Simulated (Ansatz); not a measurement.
**Fields on a plane of GeSe (GeS type, space group Pnma)**

```yaml
crystal:
  lattice:
    - [10.51975, 0.00000, 0.00000]
    - [0.00000, 3.82370, 0.00000]
    - [0.00000, 0.00000, 4.14287]
  atoms:
    - { symbol: Ge, position: [0.61626, 0.75000, 0.59745] }
    - { symbol: Ge, position: [0.88374, 0.25000, 0.09745] }
    - { symbol: Ge, position: [0.38374, 0.25000, 0.40255] }
    - { symbol: Ge, position: [0.11626, 0.75000, 0.90255] }
    - { symbol: Se, position: [0.35696, 0.75000, 0.99218] }
    - { symbol: Se, position: [0.14304, 0.25000, 0.49218] }
    - { symbol: Se, position: [0.64304, 0.25000, 0.00782] }
    - { symbol: Se, position: [0.85696, 0.75000, 0.50782] }
```

The slice is a (001) plane (indices of the conventional cell) through the point (0.616, 0.750, 0.597) (fractional), spanned by u = [010] and v = [100] in vectors of this cell: u (3.82 Å) and v (10.52 Å, at 90° to u). It covers one period; positions are fractions (u, v).

Atoms on it: Ge at (0.00, 0.00). Other atoms lie within 1 Å of the plane.

These are PBEsol-D3(BJ) (plane waves to 420 eV, PAW, scalar-relativistic; Ansatz, a program for electronic structure) values and carry that method's errors. k mesh 3×9×8. Inside the PAW spheres the values are not all-electron values, and peaks at nuclei hang on which shells count as valence. GeSe was relaxed with its symmetry unable to fall. The relaxed volume of GeSe is well below the measured one.

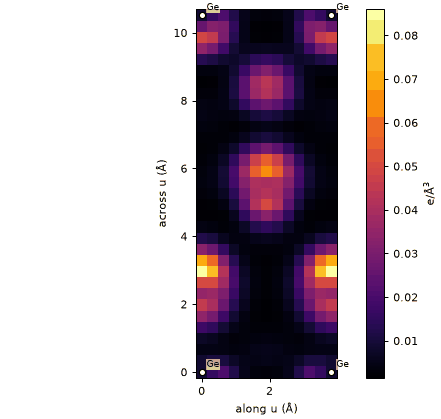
Figure. Density of the highest valence band (whole band, smooth part) in e/Å³, one period of the plane, atoms marked. 

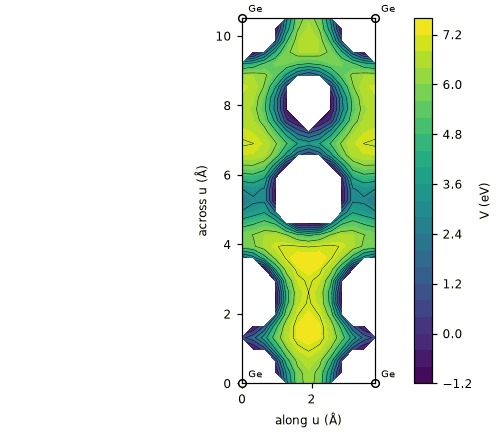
Figure. Electrostatic potential energy of an electron, from the cell's mean, in eV, one period of the plane, atoms marked. Points within 1 Å of a nucleus are left white, as the pseudised field means little there. Values under -1 eV are set to -1. The zero, the cell's mean, hangs on the PAW cores.
